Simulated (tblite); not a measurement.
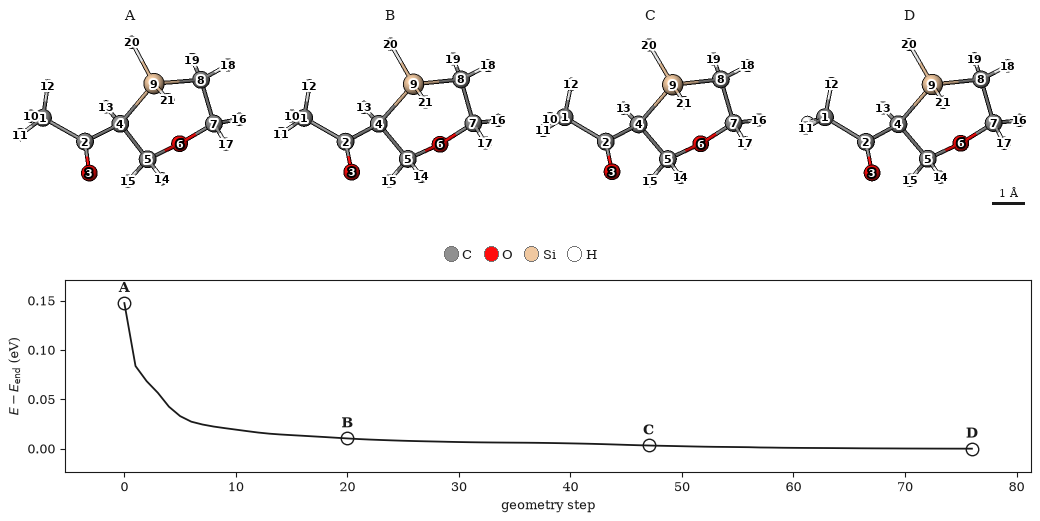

Frames of a relaxation of C₆H₁₂O₂Si, marked on the history of the run. Style: ball-and-stick. Shown at a tilt.

Theory: GFN2-xTB geometry optimisation, gas phase (tblite). 

Question: Describe the path.

Answer: Over 76 geometry steps the energy falls by 0.148 eV. The atom that moves furthest after the best rigid fit is H11 (0.38 Å). Largest moves by element: H 0.38 Å, C 0.11 Å, O 0.09 Å, Si 0.06 Å. Near-neighbour distances that change, for instance: C4–Si9 1.886 → 1.922 Å, C5–O6 1.437 → 1.406 Å, Si9–H21 1.493 → 1.465 Å, O6–C7 1.432 → 1.407 Å. Among the angles between lasting bonds that change: C2–C4–Si9 113.5° → 108.2°, C4–C5–H14 112.8° → 109.1°, Si9–C4–H13 105.8° → 109.2°. From step 0 to 20: H21 moves most (0.11 Å), energy −0.137 eV. From step 20 to 47: H11 moves most (0.17 Å), energy −0.007 eV. From step 47 to 76: H atoms move most (0.16 Å), energy −0.003 eV.

| step | E − E(0), eV |
| --- | --- |
| 0 | 0.0000 |
| 1 | -0.0638 |
| 2 | -0.0792 |
| 3 | -0.0909 |
| 4 | -0.1050 |
| 5 | -0.1146 |
| 6 | -0.1202 |
| 7 | -0.1230 |
| 8 | -0.1251 |
| 9 | -0.1267 |
| 10 | -0.1282 |
| 13 | -0.1323 |
| 17 | -0.1351 |
| 20 | -0.1372 |
| 24 | -0.1391 |
| 27 | -0.1401 |
| 31 | -0.1410 |
| 34 | -0.1414 |
| 38 | -0.1418 |
| 41 | -0.1424 |
| 45 | -0.1437 |
| 48 | -0.1446 |
| 52 | -0.1455 |
| 55 | -0.1459 |
| 59 | -0.1466 |
| 62 | -0.1469 |
| 66 | -0.1472 |
| 69 | -0.1473 |
| 73 | -0.1475 |
| 76 | -0.1475 |
